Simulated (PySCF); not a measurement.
# Si$_{3}$NH$_{9}$O: geometry relaxation

Si$_{3}$NH$_{9}$O, SMILES N[SiH2][SiH2]O[SiH3], computed with PBE0-D3(BJ)/def2-SVP geometry optimisation, gas phase (PySCF 2.14.0).

It belongs to a series of runs on one base structure; here: H on Si replaced by OSiH3.

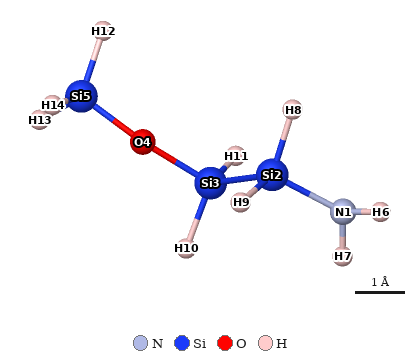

**Figure 1.** The structure as given in the input (ball-and-stick view, seen at a tilt; atoms are numbered from 1 in the order of the input). Bond lengths as drawn: H–N 1.01 to 1.03 Å, H–Si 1.44 to 1.50 Å, N–Si 1.70 Å, O–Si 1.58 to 1.67 Å and Si–Si 2.29 Å.

Key numbers:

| quantity | value |
| --- | --- |
| outcome | converged |
| total energy | −1003.063831 hartree |
| dipole moment | 1.49 D |
| point group | C1 |
| hardware | 1 CPU thread, shared host |
| wall time | 3.1 min |
| peak memory | 0.52 GiB |

Input:
```
{"job": {"xc": "PBE0", "basis": "def2-SVP", "d3": "d3bj", "grid": 1, "shake": 0.01, "kind": "geom"}, "charge": 0, "multiplicity": 1}
N     -3.035980     0.070890     0.156650
Si    -1.557050    -0.596560     0.648290
Si     0.026150     0.902330    -0.040690
O      1.501500     0.205830     0.329220
Si     2.978500    -0.357350     0.354160
H     -3.903520    -0.433440     0.280910
H     -3.236110     1.064280     0.345930
H     -1.545950    -1.902530    -0.013380
H     -1.506310    -0.898430     2.119400
H      0.080490     2.194540     0.685080
H      0.100190     1.230010    -1.454940
H      3.136510    -1.262810    -0.760590
H      3.864320     0.797170     0.243710
H      3.090100    -1.028990     1.658540
```

The first line tells a small driver script what to run in PySCF; the rest is the geometry in Å.

Launch command:
```bash
OMP_NUM_THREADS=1 python <driver script> task.json out
```

Output:
```
step   0  E = -1003.04659709  max force = 0.054506
step   1  E = -1003.06252081  max force = 0.009872
step   2  E = -1003.06302603  max force = 0.003181
step   3  E = -1003.06310294  max force = 0.000727
step   4  E = -1003.06315056  max force = 0.001757
step   5  E = -1003.06324716  max force = 0.003479
step   6  E = -1003.06334962  max force = 0.003596
step   7  E = -1003.06345792  max force = 0.002016
step   8  E = -1003.06352636  max force = 0.000954
step   9  E = -1003.06357358  max force = 0.001458
step  10  E = -1003.06362523  max force = 0.001927
step  11  E = -1003.06369097  max force = 0.001746
step  12  E = -1003.06373915  max force = 0.001080
step  13  E = -1003.06378025  max force = 0.000701
step  14  E = -1003.06379999  max force = 0.001115
step  15  E = -1003.06382007  max force = 0.000942
step  16  E = -1003.06383120  max force = 0.000401
optimisation converged
```

Trajectory as extended XYZ (Å, eV, eV/Å), 8 of the 17 frames kept, from step=0 to step=16:
```
14
Properties=species:S:1:pos:R:3:forces:R:3 step=0 energy=-27294.28815
N    -3.0360    0.0709    0.1567   -1.4697   1.6789  -0.2496
Si   -1.5571   -0.5966    0.6483   -0.2813  -0.4334   0.6821
Si    0.0261    0.9023   -0.0407    1.8172  -0.1075   0.6506
O     1.5015    0.2058    0.3292   -2.8028   0.8295  -0.1397
Si    2.9785   -0.3574    0.3542    0.9466  -0.2265   0.5810
H    -3.9035   -0.4334    0.2809   -0.0873  -0.2590  -0.0417
H    -3.2361    1.0643    0.3459    0.2175  -0.6219  -0.1291
H    -1.5459   -1.9025   -0.0134    0.4418  -0.5646  -0.3067
H    -1.5063   -0.8984    2.1194    0.3857   0.0751   0.0879
H     0.0805    2.1945    0.6851   -0.4943   0.2866   0.1696
H     0.1002    1.2300   -1.4549   -0.4042   0.1016  -0.8815
H     3.1365   -1.2628   -0.7606    0.4355  -0.7315  -0.6951
H     3.8643    0.7972    0.2437    0.7942   0.3344  -0.0302
H     3.0901   -1.0290    1.6585    0.5011  -0.3617   0.3025
14
Properties=species:S:1:pos:R:3:forces:R:3 step=2 energy=-27294.73520
N    -3.1694    0.1353    0.1485   -0.0009   0.0354   0.0343
Si   -1.6473   -0.5601    0.6311   -0.1251  -0.0280  -0.0177
Si    0.0586    0.8989   -0.0287    0.1636  -0.0053   0.0294
O     1.5047    0.1815    0.3589   -0.0030  -0.0002   0.0195
Si    3.0531   -0.3833    0.3798   -0.0766   0.0455  -0.0055
H    -4.0207   -0.4038    0.2724    0.0197  -0.0257  -0.0185
H    -3.3504    1.1082    0.3736    0.0159  -0.0097   0.0080
H    -1.5002   -1.8779   -0.0624    0.0064   0.0073  -0.0075
H    -1.4813   -0.8422    2.1008    0.0200   0.0061   0.0015
H    -0.0507    2.2063    0.6970   -0.0118   0.0039  -0.0168
H     0.0087    1.2029   -1.4938   -0.0144  -0.0235  -0.0091
H     3.2709   -1.3307   -0.7542    0.0050   0.0018  -0.0068
H     4.0218    0.7484    0.2623    0.0031  -0.0032  -0.0044
H     3.2950   -1.0988    1.6666   -0.0019  -0.0044  -0.0064
14
Properties=species:S:1:pos:R:3:forces:R:3 step=5 energy=-27294.74122
N    -3.1834    0.2023    0.1948    0.0145   0.0026  -0.0181
Si   -1.6875   -0.5690    0.6259    0.1513   0.0148   0.0366
Si    0.0775    0.8433   -0.0262   -0.1789   0.0204  -0.0674
O     1.5156    0.1427    0.3960   -0.0315  -0.0271   0.0751
Si    3.0789   -0.3659    0.3797    0.1074  -0.0326  -0.0346
H    -4.0428   -0.3345    0.2476   -0.0176   0.0211  -0.0047
H    -3.3441    1.1558    0.5006   -0.0296   0.0016   0.0105
H    -1.5966   -1.8621   -0.1211   -0.0274  -0.0025   0.0000
H    -1.5044   -0.9044    2.0829   -0.0087  -0.0157  -0.0079
H    -0.0374    2.1796    0.6431    0.0042   0.0057  -0.0076
H     0.0297    1.0800   -1.5052    0.0229   0.0057   0.0073
H     3.3041   -1.3089   -0.7576   -0.0029   0.0036   0.0013
H     4.0075    0.7957    0.2307   -0.0026   0.0022   0.0085
H     3.3756   -1.0699    1.6608   -0.0010   0.0003   0.0011
14
Properties=species:S:1:pos:R:3:forces:R:3 step=7 energy=-27294.74696
N    -3.1694    0.3087    0.2905   -0.0056   0.0001  -0.0322
Si   -1.7235   -0.5918    0.6294    0.1037   0.0086   0.0335
Si    0.0839    0.7517   -0.0386   -0.0985   0.0079  -0.0748
O     1.5121    0.0737    0.4610   -0.0298  -0.0492   0.0789
Si    3.1047   -0.3359    0.3705    0.0744  -0.0124  -0.0323
H    -4.0519   -0.1854    0.2158   -0.0201   0.0160   0.0169
H    -3.3036    1.2137    0.7276   -0.0148   0.0065   0.0000
H    -1.7678   -1.8335   -0.2035   -0.0093  -0.0077   0.0060
H    -1.5250   -1.0300    2.0561   -0.0009  -0.0095  -0.0075
H    -0.0302    2.1322    0.5340   -0.0129   0.0035  -0.0009
H     0.0741    0.8831   -1.5319    0.0135   0.0277   0.0046
H     3.3392   -1.2623   -0.7786   -0.0032   0.0010  -0.0025
H     3.9529    0.8806    0.1837    0.0018   0.0058   0.0088
H     3.4971   -1.0202    1.6358    0.0017   0.0017   0.0014
14
Properties=species:S:1:pos:R:3:forces:R:3 step=9 energy=-27294.75010
N    -3.1576    0.3322    0.3213   -0.0079  -0.0069  -0.0046
Si   -1.7260   -0.6058    0.6336   -0.0608  -0.0014  -0.0112
Si    0.0798    0.7172   -0.0514    0.0750   0.0057  -0.0042
O     1.5009    0.0425    0.4902   -0.0163  -0.0235   0.0204
Si    3.1065   -0.3212    0.3603   -0.0234   0.0277  -0.0085
H    -4.0527   -0.1376    0.2376    0.0041  -0.0100   0.0161
H    -3.2751    1.2296    0.7792    0.0173   0.0029  -0.0064
H    -1.8236   -1.8405   -0.2056    0.0081  -0.0007   0.0023
H    -1.5149   -1.0621    2.0518    0.0085   0.0047   0.0044
H    -0.0491    2.1059    0.4994   -0.0024   0.0004   0.0028
H     0.1042    0.8368   -1.5451   -0.0029   0.0019  -0.0006
H     3.3422   -1.2218   -0.8088    0.0028   0.0034  -0.0040
H     3.9173    0.9222    0.1818    0.0003  -0.0003  -0.0028
H     3.5409   -1.0127    1.6076   -0.0024  -0.0040  -0.0037
14
Properties=species:S:1:pos:R:3:forces:R:3 step=11 energy=-27294.75330
N    -3.1545    0.3419    0.3404   -0.0040  -0.0179   0.0146
Si   -1.7386   -0.6252    0.6426   -0.0898   0.0013  -0.0275
Si    0.0835    0.6672   -0.0545    0.0769   0.0278   0.0611
O     1.4866   -0.0119    0.5370    0.0074  -0.0119  -0.0326
Si    3.1044   -0.2938    0.3325   -0.0371   0.0282   0.0098
H    -4.0647   -0.1058    0.3112    0.0112  -0.0118   0.0091
H    -3.2313    1.2542    0.7777    0.0198   0.0005  -0.0093
H    -1.8806   -1.8731   -0.1701    0.0164   0.0084  -0.0072
H    -1.5062   -1.0629    2.0635   -0.0011   0.0084   0.0077
H    -0.0621    2.0592    0.4868    0.0142  -0.0012  -0.0041
H     0.1565    0.7887   -1.5461   -0.0142  -0.0275  -0.0066
H     3.3350   -1.1347   -0.8813    0.0057   0.0046  -0.0027
H     3.8510    0.9927    0.1772   -0.0028  -0.0029  -0.0060
H     3.6136   -1.0119    1.5351   -0.0027  -0.0059  -0.0064
14
Properties=species:S:1:pos:R:3:forces:R:3 step=14 energy=-27294.75626
N    -3.1683    0.3339    0.3488    0.0007  -0.0004  -0.0037
Si   -1.7574   -0.6284    0.6744    0.0573   0.0063   0.0277
Si    0.0921    0.6362   -0.0237   -0.0518   0.0184  -0.0065
O     1.4895   -0.0625    0.5548   -0.0134  -0.0287  -0.0060
Si    3.1083   -0.2736    0.2841    0.0343  -0.0067  -0.0041
H    -4.0816   -0.1068    0.3829   -0.0070   0.0099  -0.0010
H    -3.2178    1.2715    0.7330   -0.0100   0.0018   0.0010
H    -1.8821   -1.8905   -0.1179    0.0026  -0.0023  -0.0014
H    -1.5341   -1.0350    2.1066   -0.0120  -0.0090  -0.0034
H    -0.0200    2.0346    0.5081    0.0034   0.0029  -0.0081
H     0.1522    0.7366   -1.5182   -0.0043   0.0001   0.0000
H     3.3283   -1.0651   -0.9646   -0.0018   0.0028  -0.0024
H     3.7980    1.0454    0.1409   -0.0002   0.0030   0.0075
H     3.6857   -1.0114    1.4426    0.0022   0.0020   0.0005
14
Properties=species:S:1:pos:R:3:forces:R:3 step=16 energy=-27294.75711
N    -3.1668    0.3306    0.3825    0.0007   0.0085  -0.0026
Si   -1.7553   -0.6278    0.7187    0.0119   0.0022   0.0164
Si    0.0877    0.6240   -0.0109   -0.0118  -0.0100  -0.0206
O     1.4893   -0.0949    0.5355   -0.0043  -0.0104  -0.0167
Si    3.1091   -0.2652    0.2342    0.0092   0.0022   0.0132
H    -4.0827   -0.1034    0.4300   -0.0012  -0.0006  -0.0042
H    -3.2111    1.2782    0.7418   -0.0029  -0.0019   0.0068
H    -1.8684   -1.8915   -0.0734   -0.0043  -0.0061   0.0078
H    -1.5436   -1.0333    2.1524    0.0061   0.0005  -0.0007
H     0.0153    2.0305    0.5050   -0.0069   0.0023   0.0007
H     0.1058    0.7034   -1.5080    0.0030   0.0122   0.0021
H     3.3257   -1.0250   -1.0343   -0.0011   0.0014  -0.0034
H     3.7669    1.0720    0.1099    0.0003   0.0021   0.0033
H     3.7208   -1.0128    1.3685    0.0013  -0.0023  -0.0021
```

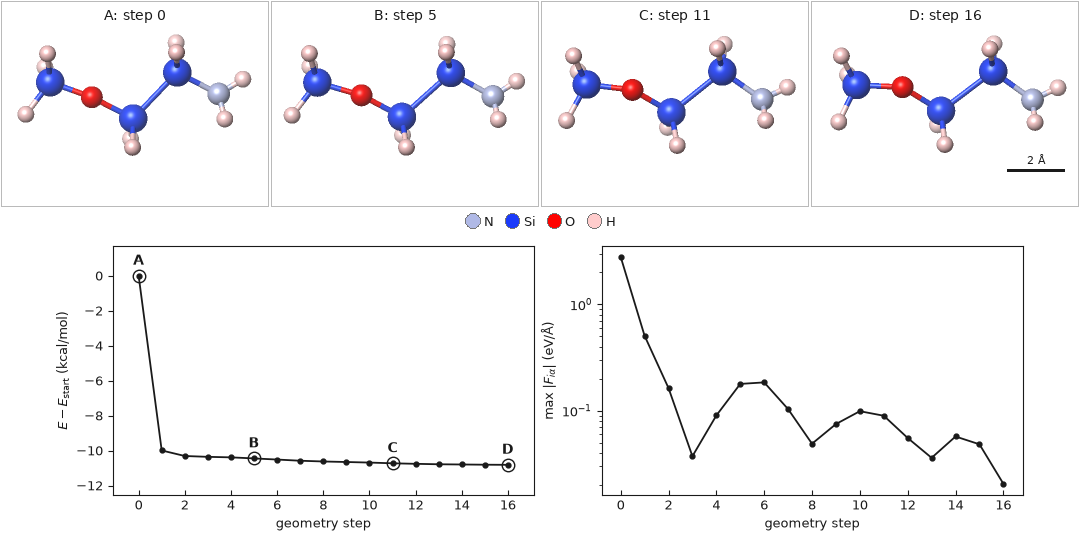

**Figure 2.** Frames of the relaxation (ball-and-stick view, seen at a tilt) above the curves, on which the letters mark them (steps are counted from 0).

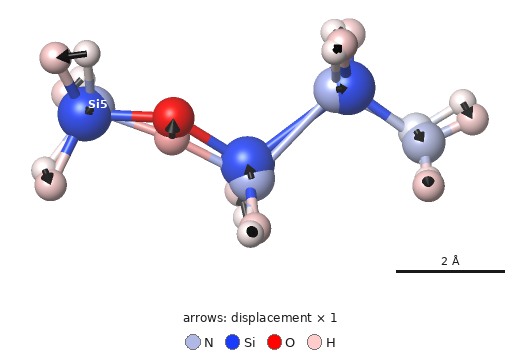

**Figure 3.** Start (faint) and end (solid) with the displacements as black arrows, at true length (ball-and-stick view, seen at a tilt). The two geometries are laid on each other by the best rigid fit. Over 16 geometry steps the energy falls by 10.8 kcal/mol. The largest force component goes from 2.8 to 0.021 eV/Å. The largest move after the best rigid fit is that of H14, 0.58 Å. By element the largest moves are H 0.58 Å, O 0.41 Å, Si 0.29 Å, N 0.27 Å. Among the contacts that change: O4–Si5 1.581 → 1.656 Å, Si2–Si3 2.286 → 2.344 Å, Si5–H12 1.445 → 1.494 Å, Si3–H11 1.454 → 1.499 Å. Among the angles that change: Si3–O4–Si5 167.4° → 143.8°, Si2–Si3–H11 118.4° → 110.4°, O4–Si3–H10 102.8° → 109.4°. (Atoms are counted from 1 in the order of the input.)
